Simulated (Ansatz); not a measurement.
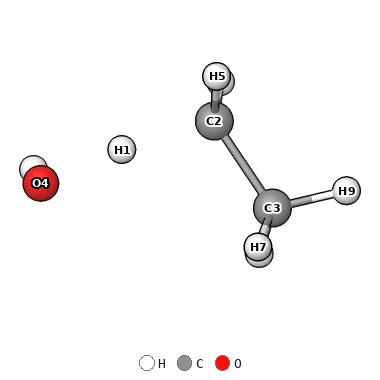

The system is the reacting system C2H7O (fragments C₂H₆ + HO where the first distance is long, H₂O + C₂H₅ where the second is long), spin multiplicity 2; the picture shows the reference structure. 
- Coordinates scanned: (1) distance H1–O4 (bond that forms); (2) distance H1–C2 (bond that breaks).
- Relaxed at each point: all other coordinates.
- The grid has 13 × 13 points.
- Points are written as (first, second).
- All energies are given in eV relative to the lowest grid point.
- In part of the range the unrestricted reference is strongly spin-contaminated.
- These are results of UHF/def2-SVP (Ansatz 0.2.0), not measurements.

Its coordinates:

```xyz
10

H    -0.8890    0.1828    0.6883
C    -0.4041   -0.2010   -0.5611
C     1.0547    0.1783   -0.5930
O    -1.1798    0.4108    1.9057
H    -1.0539    0.3643   -1.2257
H    -0.6119   -1.2684   -0.6020
H     1.1869    1.2519   -0.4579
H     1.6139   -0.3318    0.1920
H     1.5018   -0.0964   -1.5532
H    -1.2187   -0.4905    2.2070
```

Range: distance H1–O4 (bond that forms) from 0.873 to 2.073 Å; distance H1–C2 (bond that breaks) from 0.963 to 2.163 Å.

Question: Predict the map.

Answer: The lowest grid point is at (0.927 Å, 2.163 Å). It lies in a valley that leaves the map towards separated partners. The energy also falls towards the edge at (2.073 Å, 1.091 Å) (0.18 eV above the lowest), where a further well may lie outside the range. The highest grid point, (0.873 Å, 0.963 Å), lies 5.65 eV above the lowest. On the interpolated surface the lowest path from the side where the first distance is long, (2.073 Å, 1.091 Å), to the side where the second distance is long, about (0.94 Å, 2.16 Å), has its top at about (1.23 Å, 1.28 Å), about 1.1 eV above the start and 1.3 eV above the end.

| second ↓, first → | 0.873 | 0.927 | 1.001 | 1.085 | 1.177 | 1.275 | 1.378 | 1.485 | 1.596 | 1.711 | 1.828 | 1.949 | 2.073 |
| --- | --- | --- | --- | --- | --- | --- | --- | --- | --- | --- | --- | --- | --- |
| 2.163 | 0.19 | 0.00 | 0.06 | 0.40 | 0.95 | 1.61 | 2.27 | 2.75 | 3.04 | 3.21 | 3.31 | 3.38 | 3.41 |
| 2.039 | 0.24 | 0.05 | 0.10 | 0.43 | 0.96 | 1.60 | 2.22 | 2.67 | 2.95 | 3.11 | 3.21 | 3.26 | 3.30 |
| 1.918 | 0.32 | 0.12 | 0.15 | 0.47 | 0.98 | 1.59 | 2.16 | 2.57 | 2.82 | 2.96 | 3.05 | 3.09 | 3.12 |
| 1.801 | 0.43 | 0.22 | 0.24 | 0.52 | 1.00 | 1.57 | 2.08 | 2.43 | 2.64 | 2.75 | 2.82 | 2.85 | 2.87 |
| 1.686 | 0.59 | 0.36 | 0.35 | 0.60 | 1.04 | 1.53 | 1.96 | 2.23 | 2.38 | 2.46 | 2.49 | 2.50 | 2.50 |
| 1.575 | 0.82 | 0.56 | 0.51 | 0.71 | 1.08 | 1.48 | 1.80 | 1.98 | 2.06 | 2.07 | 2.06 | 2.04 | 2.02 |
| 1.468 | 1.14 | 0.83 | 0.72 | 0.85 | 1.12 | 1.41 | 1.60 | 1.67 | 1.66 | 1.62 | 1.58 | 1.53 | 1.50 |
| 1.365 | 1.56 | 1.20 | 1.00 | 1.03 | 1.18 | 1.32 | 1.36 | 1.32 | 1.25 | 1.17 | 1.10 | 1.04 | 1.00 |
| 1.267 | 2.11 | 1.67 | 1.37 | 1.27 | 1.26 | 1.23 | 1.13 | 1.01 | 0.88 | 0.77 | 0.69 | 0.62 | 0.58 |
| 1.175 | 2.82 | 2.28 | 1.84 | 1.58 | 1.39 | 1.20 | 0.99 | 0.80 | 0.63 | 0.50 | 0.41 | 0.33 | 0.29 |
| 1.091 | 3.69 | 3.03 | 2.44 | 2.00 | 1.63 | 1.30 | 1.01 | 0.76 | 0.57 | 0.42 | 0.31 | 0.23 | 0.18 |
| 1.017 | 4.70 | 3.92 | 3.16 | 2.55 | 2.04 | 1.60 | 1.23 | 0.94 | 0.71 | 0.55 | 0.43 | 0.35 | 0.30 |
| 0.963 | 5.65 | 4.76 | 3.87 | 3.13 | 2.51 | 1.99 | 1.57 | 1.25 | 1.01 | 0.83 | 0.71 | 0.62 | 0.56 |

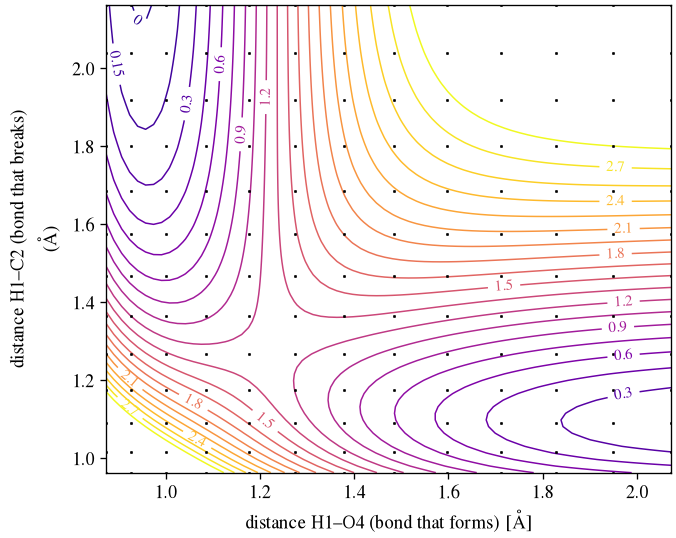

Drawn: contour lines labelled in eV (none above 2.85), dots at the grid points. Between grid points the surface is interpolated.

Time for the 169 points that were run: 27 min on 1 thread of Arm Neoverse V2, with other jobs on the host.
